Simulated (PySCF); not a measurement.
**One shape, several levels: BOF (fluoro(oxo)borane)**

We compute a comparison of 6 runs (M06-2X/STO-3G, PBE/STO-3G, SVWN5/STO-3G, UMP2/STO-3G, CCSDTQ/STO-3G, UCCSD(T)/STO-3G) of BOF (fluoro(oxo)borane). 

The results are computed with PySCF 2.14.0.

3 further runs of the same task are left out: 3 set aside as unsound or not needed.

### 1 Starting point

The species is BOF (3 atoms), meant as a singlet with charge 0. As SMILES, `O=BF`. The O1–B2 distance was set to 1.809 Å, away from the relaxed value.

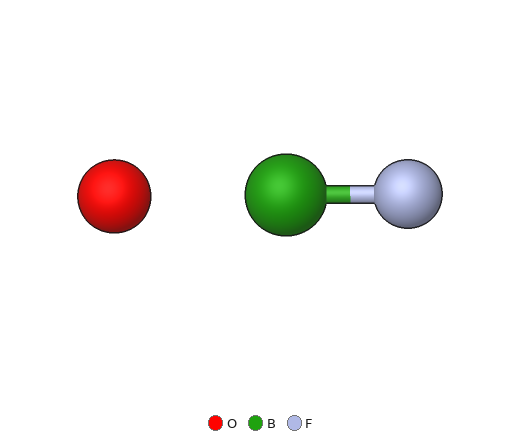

Viewed from a chosen angle; oxygen red, boron green, fluorine light blue.

### 2 The energy at M06-2X/STO-3G (run 1)

The input, run.py:

```python
from pyscf import gto, dft

molecule = gto.M(
    atom=[
    ('O', (1.464514, -0.841858, 0.714907)),
    ('B', (0.020300, -0.011600, 0.009900)),
    ('F', (-1.003400, 0.576800, -0.489800)),
],
    charge=0,
    verbose=3,
    basis='sto-3g',
    max_memory=1860,
)

mf = dft.RKS(molecule, xc='m06-2x')
mf.grids.level = 5
mf.conv_tol = 1e-10
mf.kernel()
if not mf.converged:
    mf = mf.newton().run(mf.mo_coeff, mf.mo_occ)

etot = mf.e_tot
print(f'total energy: {etot:.8f} hartree')
```

On the command line:

```sh
$ OMP_NUM_THREADS=1 python run.py
```

The program printed:

```text
converged SCF energy = -196.969225920826
total energy: -196.96922592 hartree
```

It took 3.3 s on 1 thread of Arm Neoverse V1, shared host; peak memory 0.18 GiB.

### 3 A single-point energy at PBE/STO-3G (run 2)

The input, input.py:

```python
from pyscf import gto, dft

mol = gto.M(
    atom='''
O        1.464514      -0.841858       0.714907
B        0.020300      -0.011600       0.009900
F       -1.003400       0.576800      -0.489800
''',
    verbose=4,
    spin=0,
    max_memory=1860,
    basis='sto-3g',
)

ks = dft.RKS(mol)
ks.xc = 'pbe'
ks.conv_tol = 1e-10
ks.grids.level = 5
ks.kernel()
if not ks.converged:
    ks = ks.newton().run(ks.mo_coeff, ks.mo_occ)

energy = ks.e_tot
print('E = %.10f Eh' % energy)
```

On the command line:

```sh
$ OMP_NUM_THREADS=1 python input.py
```

The program printed:

```text
PySCF version 2.14.0

[INPUT] num. atoms = 3
[INPUT] num. electrons = 22
[INPUT] charge = 0
[INPUT] spin (= nelec alpha-beta = 2S) = 0
[INPUT] symmetry False subgroup None
[INPUT] Mole.unit = angstrom
[INPUT] Symbol           X                Y                Z      unit          X                Y                Z       unit  Magmom
[INPUT]  1 O      1.464514000000  -0.841858000000   0.714907000000 AA    2.767530365591  -1.590881055774   1.350978434534 Bohr   0.0
[INPUT]  2 B      0.020300000000  -0.011600000000   0.009900000000 AA    0.038361440329  -0.021920823045   0.018708288633 Bohr   0.0
[INPUT]  3 F     -1.003400000000   0.576800000000  -0.489800000000 AA   -1.896151193389   1.089994028649  -0.925587855812 Bohr   0.0

nuclear repulsion = 42.6007178873309
number of shells = 9
number of NR pGTOs = 45
number of NR cGTOs = 15
basis = sto-3g
ecp = {}

[... 64 lines left out ...]
converged SCF energy = -196.800054356307
E = -196.8000543563 Eh
```

It took 2.4 s on 1 thread of Arm Neoverse V1, shared host; peak memory 0.18 GiB.

### 4 A single-point energy at SVWN5/STO-3G (run 3)

The input, start.xyz:

```xyz
3

O      1.464514    -0.841858     0.714907
B      0.020300    -0.011600     0.009900
F     -1.003400     0.576800    -0.489800
```

The input, run.py:

```python
from pyscf import gto, dft

mol = gto.M(
    atom='start.xyz',
    max_memory=1860,
    basis='sto-3g',
    verbose=3,
    charge=0,
    spin=0,
)

mf = dft.RKS(mol, xc='svwn')
mf.conv_tol = 1e-10
mf.grids.level = 5
mf.kernel()
if not mf.converged:
    mf = mf.newton().run(mf.mo_coeff, mf.mo_occ)

etot = mf.e_tot
print('E = %.10f Eh' % etot)
```

On the command line:

```sh
$ OMP_NUM_THREADS=1 python run.py
```

The program printed:

```text
converged SCF energy = -195.532002229608
E = -195.5320022296 Eh
```

Run time: 1.7 s. Hardware: 1 thread of Arm Neoverse V1, shared host; peak memory 0.13 GiB.

Runs 4 to 5 aren't shown in full; the table further down has their settings and results.

### 5 The energy at UCCSD(T)/STO-3G (run 6)

The input, run.py:

```python
from pyscf import gto, scf, cc

system = gto.M(
    atom='''
O      2.767530    -1.590881     1.350978
B      0.038361    -0.021921     0.018708
F     -1.896151     1.089994    -0.925588
''',
    spin=0,
    verbose=4,
    charge=0,
    max_memory=1860,
    basis='sto-3g',
    unit='bohr',
)

mf = scf.UHF(system)
mf.conv_tol = 1e-10
mf.kernel()
if not mf.converged:
    mf = mf.newton().run(mf.mo_coeff, mf.mo_occ)
for _ in range(3):
    mo, _, stable, _ = mf.stability(return_status=True)
    if stable:
        break
    mf.kernel(mf.make_rdm1(mo, mf.mo_occ))

mycc = cc.CCSD(mf, frozen=3)
mycc.kernel()
e_t = mycc.ccsd_t()
e_final = mycc.e_tot + e_t
print('E = %.10f Eh' % e_final)
```

On the command line:

```sh
$ OMP_NUM_THREADS=1 python run.py
```

The program printed:

```text
PySCF version 2.14.0

[INPUT] num. atoms = 3
[INPUT] num. electrons = 22
[INPUT] charge = 0
[INPUT] spin (= nelec alpha-beta = 2S) = 0
[INPUT] symmetry False subgroup None
[INPUT] Mole.unit = bohr
[INPUT] Symbol           X                Y                Z      unit          X                Y                Z       unit  Magmom
[INPUT]  1 O      1.464513806537  -0.841857970486   0.714906770054 AA    2.767530000000  -1.590881000000   1.350978000000 Bohr   0.0
[INPUT]  2 B      0.020299766988  -0.011600093641   0.009899847262 AA    0.038361000000  -0.021921000000   0.018708000000 Bohr   0.0
[INPUT]  3 F     -1.003399897663   0.576799984840  -0.489800076301 AA   -1.896151000000   1.089994000000  -0.925588000000 Bohr   0.0

nuclear repulsion = 42.6007232941801
number of shells = 9
number of NR pGTOs = 45
number of NR cGTOs = 15
basis = sto-3g
ecp = {}

[... 81 lines left out ...]
converged SCF energy = -196.09647813122  <S^2> = 1.2620127e-10  2S+1 = 1
[... 72 lines left out ...]
converged SCF energy = -196.109887218002  <S^2> = 0.76877812  2S+1 = 2.0186908
[... 14 lines left out ...]
Init t2, MP2 energy = -0.0789203511768648
[... 36 lines left out ...]
UCCSD converged
[... 2 lines left out ...]
E = -196.2804357545 Eh
```

Wall time 1.3 s (1 thread of Arm Neoverse V1, shared host); peak memory 0.12 GiB.

### 6 All runs side by side

```tsv
run	level	integration grid	frozen core orbitals	energy (Eh)	dipole moment (D) of the reference	HOMO energy (eV)	LUMO energy (eV)	wall time
1	M06-2X/STO-3G	5	–	-196.969226	2.79	-4.28	3.87	3.3 s
2	PBE/STO-3G	5	–	-196.800054	2.38	-1.45	1.81	2.4 s
3	SVWN5/STO-3G	5	–	-195.532002	2.37	-1.50	1.79	1.7 s
4	UMP2/STO-3G	–	3	-196.188808	2.04	-7.33	7.89	0.95 s
5	CCSDTQ/STO-3G	–	3	-196.287301	3.00	-7.39	7.30	21 s
6	UCCSD(T)/STO-3G	–	3	-196.280436	2.04	-7.33	7.89	1.3 s
```

### 7 Outcome

```
                                          quantity          value
                               run 6: total energy  -196.28044 Eh
       run 6: dipole moment (Hartree–Fock density)         2.04 D
        run 6: HOMO energy (Hartree–Fock orbitals)       -7.33 eV
        run 6: LUMO energy (Hartree–Fock orbitals)        7.89 eV
      run 6: HOMO–LUMO gap (Hartree–Fock orbitals)       15.22 eV
run 6: correlation energy (3 core orbitals frozen)     -170.5 mEh
                             run 6: (T) correction     -18.46 mEh
          run 6: ⟨S²⟩ of the reference determinant          0.769
                              run 6: T1 diagnostic          0.125
```

Over runs 1, 2, 3 the dipole moment (its size) runs from 2.37 D (SVWN5/STO-3G) to 2.79 D (M06-2X/STO-3G). Over runs 1, 2, 3 the HOMO–LUMO gap runs from 3.27 eV (PBE/STO-3G) to 8.14 eV (M06-2X/STO-3G). Totals of different functionals can't be ranked against each other. In runs 1, 2, 3, 4, 5, 6 the basis is minimal, so the values are rough. Spin contamination of the reference: run 4 ⟨S²⟩ = 0.77, run 6 ⟨S²⟩ = 0.77. Where it is this large, the reference is a mixture of spin states, and values that rest on it are in doubt. All runs together took 30 s, the longest 21 s.
